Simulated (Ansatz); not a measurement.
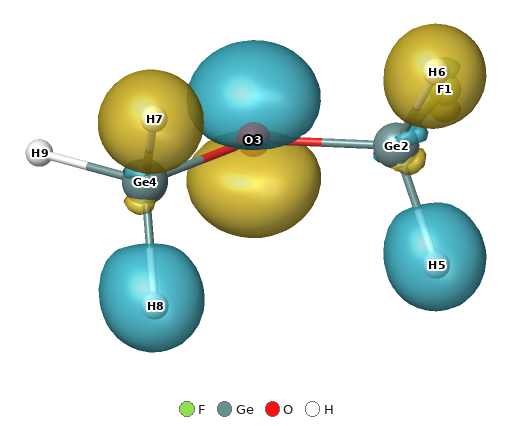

*FGe2H5O (SMILES [F][GeH2][O][GeH3]). The HOMO at ±0.15 Å⁻³ᐟ² (yellow and cyan are the two phases), seen at a tilt.*

Geometry: PBE0-D4/def2-TZVP.

Theory: RKS PBE0-D4/def2-TZVPP in Ansatz.

Input file:

```
crystal:
  periodic: [false, false, false]
  atoms:
    - {symbol: F, position_ang: [-2.387665, 1.757057, 0.071893]}
    - {symbol: Ge, position_ang: [-0.700363, 1.389630, 0.183242]}
    - {symbol: O, position_ang: [-0.615141, -0.330564, -0.120869]}
    - {symbol: Ge, position_ang: [0.749583, -1.464674, -0.195103]}
    - {symbol: H, position_ang: [0.000706, 2.184808, -0.927161]}
    - {symbol: H, position_ang: [-0.268594, 1.721004, 1.618648]}
    - {symbol: H, position_ang: [1.467312, -1.467194, 1.167139]}
    - {symbol: H, position_ang: [1.714845, -1.008245, -1.304539]}
    - {symbol: H, position_ang: [0.127717, -2.828122, -0.510453]}
basis:
  gaussian: {orbitals: def2-TZVPP}
hamiltonian: {xc: pbe0, dispersion: d4}
output: {orbitals: {seedname: orbitals}}
```

Launched as:

```sh
ansatz run in.yaml --threads 4 --pin off --events-out ev --progress --plain --max-ram 10444MiB
```

**What is the character of this orbital?**

It lies mainly on O3 (about 45 %), Ge4 (about 10 %), Ge2 (about 10 %), H7 (about 5 %), H8 (about 5 %), H5 (about 5 %) and H6 (about 5 %). Its energy is −8.58 eV.
